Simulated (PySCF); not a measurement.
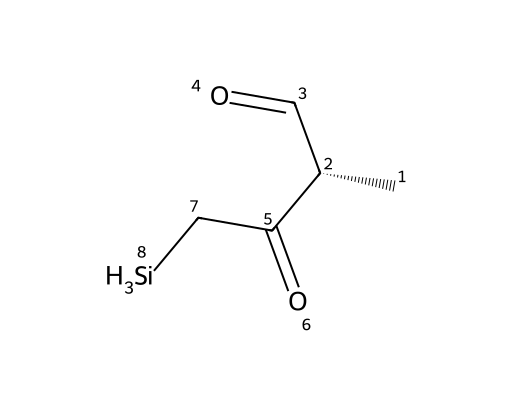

A structural formula, with wedges where it has stereocentres; small numbers name the atoms. The configuration is that of a computed structure (GFN2-xTB).

Question: Assign CIP descriptors.

Answer: C2: S.
